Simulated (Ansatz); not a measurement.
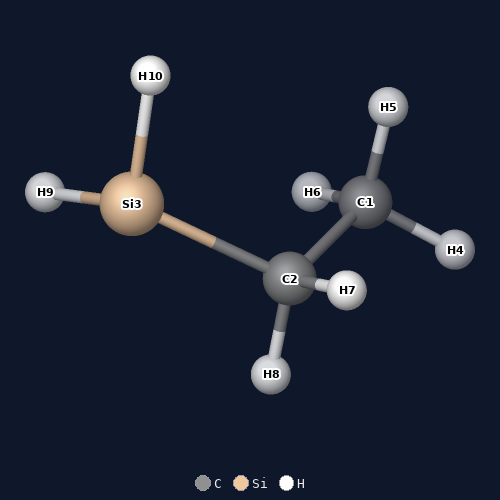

The system is C2H7Si, SMILES CC[SiH2], spin multiplicity 2; the picture shows the reference structure. First axis: bond length C2–Si3. Second axis: bond length Si3–H10. Nothing is relaxed (all other coordinates rigid). Grid: 15 × 15 points. At 10 points there is no value. Points are written as (first, second). All energies are given in kcal/mol relative to the lowest grid point. The calculation used UHF/def2-TZVP (Ansatz 0.2.0).

Its coordinates:

```yaml
atoms:
  - { symbol: C, position_ang: [-0.8069, 0.5325, -0.6546] }
  - { symbol: C, position_ang: [-0.1491, -0.7359, -0.0933] }
  - { symbol: Si, position_ang: [1.3259, -0.4115, 1.0409] }
  - { symbol: H, position_ang: [-1.6453, 0.2845, -1.2971] }
  - { symbol: H, position_ang: [-0.1046, 1.1155, -1.2408] }
  - { symbol: H, position_ang: [-1.1793, 1.1694, 0.1406] }
  - { symbol: H, position_ang: [0.1848, -1.3710, -0.9094] }
  - { symbol: H, position_ang: [-0.8810, -1.3173, 0.4611] }
  - { symbol: H, position_ang: [0.9295, 0.3793, 2.2290] }
  - { symbol: H, position_ang: [2.4089, 0.3033, 0.3265] }
```

Range: bond length C2–Si3 from 1.587 to 2.455 Å; bond length Si3–H10 from 1.215 to 2.222 Å.

What will the energy surface look like?

The lowest grid point is at (1.897 Å, 1.502 Å). No other kind of well shows on this grid. The highest grid point, (2.455 Å, 2.222 Å), lies 78.7 kcal/mol above the lowest. Round the minimum the contours are nearly round: the two directions are equally stiff and uncoupled.

| bond length Si3–H10 ↓, bond length C2–Si3 → | 1.587 | 1.649 | 1.711 | 1.773 | 1.835 | 1.897 | 1.959 | 2.021 | 2.083 | 2.145 | 2.207 | 2.269 | 2.331 | 2.393 | 2.455 |
| --- | --- | --- | --- | --- | --- | --- | --- | --- | --- | --- | --- | --- | --- | --- | --- |
| 2.222 | 75.7 | 62.8 | 54.3 | 49.2 | 46.7 | 46.2 | 47.2 | 49.4 | 52.4 | 56.1 | 60.3 | 64.7 | 69.3 | 74.1 | 78.7 |
| 2.150 | 70.7 | 57.9 | 49.4 | 44.3 | 41.8 | 41.4 | 42.4 | 44.7 | 47.8 | 51.5 | 55.7 | 60.2 | 64.8 | 69.6 | 74.1 |
| 2.078 | 65.3 | 52.4 | 43.9 | 38.8 | 36.4 | 35.9 | 37.0 | 39.3 | 42.4 | 46.1 | 50.4 | 54.9 | 59.6 | 64.3 | 68.8 |
| 2.006 | 59.7 | 46.8 | 38.2 | 33.1 | 30.6 | 30.2 | 31.3 | 33.5 | 36.6 | 40.4 | 44.6 | 49.2 | 53.9 | 58.6 | 63.2 |
| 1.934 | 54.2 | 41.2 | 32.6 | 27.4 | 24.9 | 24.4 | 25.5 | 27.7 | 30.8 | 34.6 | 38.8 | 43.4 | 48.1 | 52.9 | 57.5 |
| 1.862 | 48.7 | – | 27.0 | 21.9 | 19.3 | – | 19.8 | – | 25.2 | – | 33.2 | 37.7 | 42.5 | 47.3 | 51.9 |
| 1.790 | 43.6 | 30.5 | 21.8 | 16.6 | 14.0 | 13.5 | 14.5 | 16.7 | 19.8 | 23.6 | 27.8 | 32.4 | 37.1 | 41.9 | 46.6 |
| 1.718 | 39.0 | 25.8 | 17.1 | 11.8 | 9.2 | 8.6 | 9.7 | – | 15.0 | – | 23.0 | 27.5 | 32.3 | 37.1 | 41.8 |
| 1.646 | 35.1 | 21.9 | 13.1 | 7.8 | 5.1 | 4.6 | 5.6 | 7.7 | 10.8 | 14.6 | 18.8 | 23.4 | 28.1 | 33.0 | 37.8 |
| 1.574 | 32.3 | 19.0 | 10.2 | 4.8 | 2.2 | 1.5 | 2.5 | 4.7 | 7.7 | 11.5 | 15.7 | – | 25.1 | – | 34.8 |
| 1.502 | 31.0 | 17.6 | 8.8 | 3.4 | 0.6 | 0.0 | 0.9 | 3.1 | 6.2 | 9.9 | 14.1 | 18.7 | 23.5 | 28.3 | 33.2 |
| 1.430 | 31.7 | 18.3 | 9.4 | 3.9 | 1.2 | 0.5 | 1.4 | – | 6.6 | 10.3 | 14.6 | 19.1 | 23.9 | 28.8 | 33.7 |
| 1.359 | 35.2 | 21.7 | 12.7 | 7.2 | 4.5 | 3.8 | 4.7 | 6.8 | 9.8 | 13.5 | 17.7 | 22.3 | 27.1 | 32.0 | 36.9 |
| 1.287 | 42.4 | 28.9 | 19.9 | – | 11.6 | 10.8 | 11.7 | 13.8 | 16.8 | 20.5 | 24.7 | 29.3 | 34.1 | 39.0 | 43.9 |
| 1.215 | 54.8 | 41.3 | 32.2 | 26.6 | 23.8 | 23.0 | 23.9 | 26.0 | 29.0 | 32.7 | 36.9 | 41.4 | 46.2 | 51.1 | 56.1 |

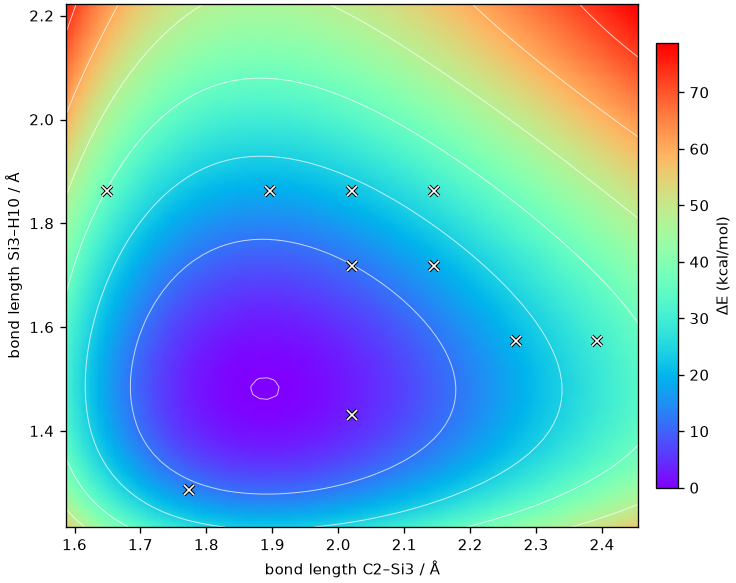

Drawn: a smooth colour map with a few white contour lines, crosses at grid points without a value. Between grid points the surface is interpolated.

Time for the 215 points that were run: 14 min on 1 thread of Arm Neoverse V2, on a shared host.
